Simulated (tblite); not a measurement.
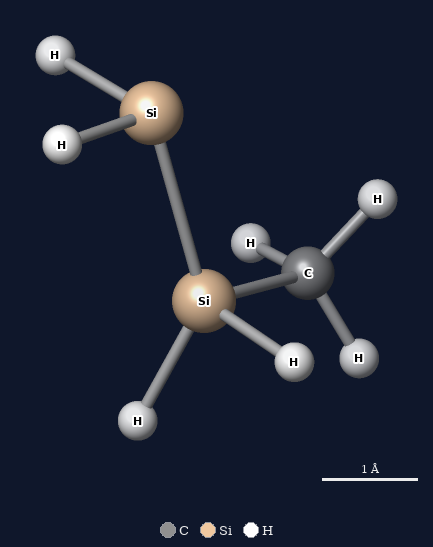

*The structure (ball-and-stick view, seen at a tilt).*

Bond lengths as drawn: C–H 1.09 Å, C–Si 1.90 Å, H–Si 1.50 to 1.51 Å and Si–Si 2.23 Å.

## Frequency calculation of CH₇Si₂ (charge −1)

- system: CH₇Si₂, charge −1, SMILES C[SiH2][SiH2-]
- method: GFN2-xTB harmonic vibrations, gas phase (tblite 0.8.0)

Log:
```
mode    cm-1     km/mol
  1     104.0      0.21
  2     147.9      3.50
  3     189.6      1.00
  4     417.4     32.25
  5     559.4     40.59
  6     572.0     22.30
  7     596.6     63.63
  8     638.1     93.05
  9     712.9     99.08
 10     739.0     92.75
 11     830.2     56.88
 12     851.0    219.64
 13     926.1    405.43
 14     936.4    409.90
 15    1384.0      2.13
 16    1550.4      4.88
 17    1553.2      8.69
 18    1734.6    572.54
 19    1784.3    766.49
 20    1801.4    990.74
 21    1898.0    687.75
 22    2977.2    150.98
 23    2987.8    119.72
 24    3011.4     46.78
```

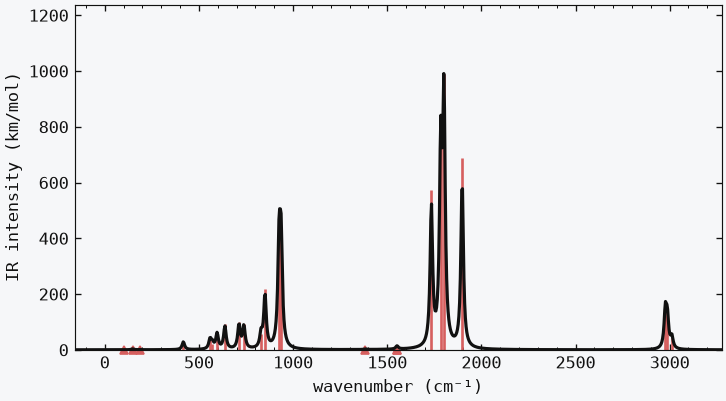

*Harmonic infrared spectrum, unscaled: sticks (degenerate modes added up, dark ones marked on the axis) with a Lorentzian envelope of 16 cm⁻¹ full width, scaled to the tallest stick.*

24 modes from 104 to 3011 cm⁻¹, none imaginary. The strongest line is at 1801 cm⁻¹ (991 km/mol).

This output came from the following input.

Input:
```
{"job": {"kind": "ir", "xc": "GFN2-xTB", "basis": "xTB"}, "charge": -1, "multiplicity": 1}
C     -1.424709    -0.448839    -0.152396
Si     0.121719     0.661236    -0.210601
Si     1.754268    -0.338013     0.929317
H     -2.329025     0.092091    -0.426183
H     -1.574969    -0.855882     0.844702
H     -1.326390    -1.290905    -0.836167
H     -0.084074     1.265873    -1.580772
H     -0.302257     1.853950     0.590654
H      2.225801    -1.487742     0.085273
H      2.948519     0.552885     0.733645
```

The first line tells a small driver script what to run in tblite; the rest is the geometry in Å.

Launch command:
```bash
OMP_NUM_THREADS=1 python <driver script> task.json out
```

Key numbers:

| quantity | value |
| --- | --- |
| outcome | converged |
| total energy | −252.7609 eV |
| zero-point energy | 41.3190 kcal/mol |
| hardware | 1 CPU thread, shared host |
| peak memory | 0.18 GiB |
